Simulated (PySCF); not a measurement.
CClF3, SMILES `FC(F)(F)Cl`.

Computed with PySCF, PBE0/def2-TZVP, geometry: GFN2-xTB. No frequency check shows the geometry to be a minimum. A basis without diffuse functions makes polarisabilities too small. GFN2-xTB bond lengths at metals and heavier atoms can be off by up to 0.1 Å and shapes distorted, which carries into these values.

Cartesian coordinates (Å):

```
F1       0.8189   -0.6470    1.0543
C2       0.3510    0.0000    0.0000
F3       0.8185    1.2367    0.0330
F4       0.8181   -0.5897   -1.0877
Cl5     -1.4238    0.0000    0.0002
```

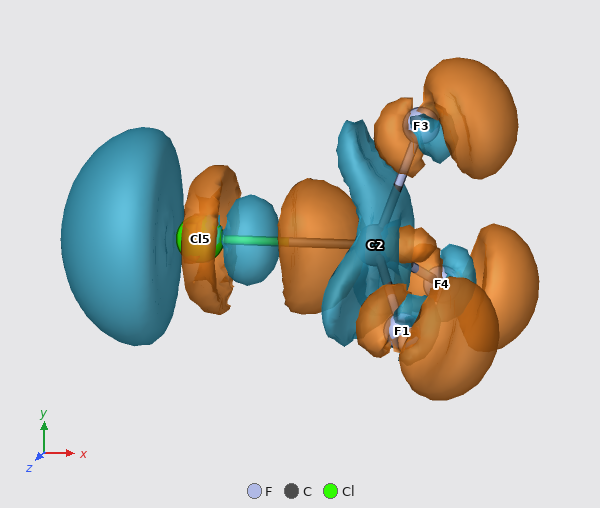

Change of the electron density in a uniform field of 0.21 V/Å, surfaces at ±0.002 e/Å³ (light blue: gain, orange: loss).

### Along which Cartesian direction does the field point?

Along +x: electrons gather on the −x side, against the field.

### What dipole is induced, and what polarisability does it imply?

The induced dipole is 0.34 D (along the field); α along this axis, from the fields in both directions, is 33 bohr³ (4.9 Å³).

### Which atoms gain and lose the most charge?

Electrons gather most on Cl5 (Hirshfeld charge changes by −0.018 e) and leave F1, F3 and F4 alike most (+0.005 e); 0.033 electrons are displaced in all.
